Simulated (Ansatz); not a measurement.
```xyz
12

C     1.2255   -1.2760    0.6683
C     0.5888   -0.1233    0.8579
C     0.0721    0.7322   -0.2355
O     0.7194    0.5655   -1.4363
F     0.2097    2.0729    0.1795
In   -2.0919    0.3570   -0.5392
H     1.4237   -1.6552   -0.3286
H     1.5521   -1.8810    1.5049
H     0.3737    0.2339    1.8611
H     1.6745    0.5655   -1.2722
H    -2.6027   -0.3313   -2.0307
H    -3.1448    0.7397    0.7708
```

Geometry: PBE0-D4/def2-TZVP; core potentials replace the inner electrons of In.

Computed with Ansatz 0.2.0, RKS PBE0-D4/def2-TZVPP.

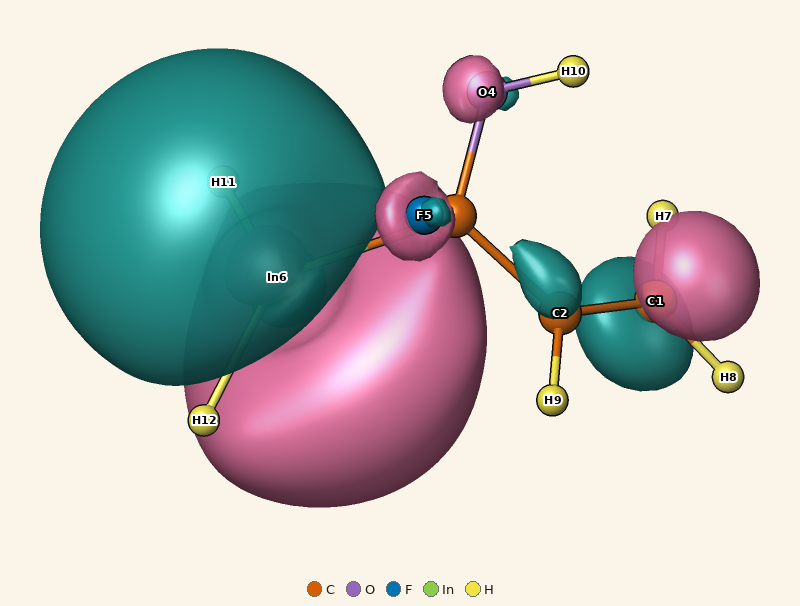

C3H6FInO. The LUMO at ±0.08 Å⁻³ᐟ² (teal and pink are the two phases), seen across its widest extent.

Describe this orbital and give its energy.

Answer. By Hirshfeld shares it lies mainly on In6 (about 75 %). Its energy is −1.82 eV.
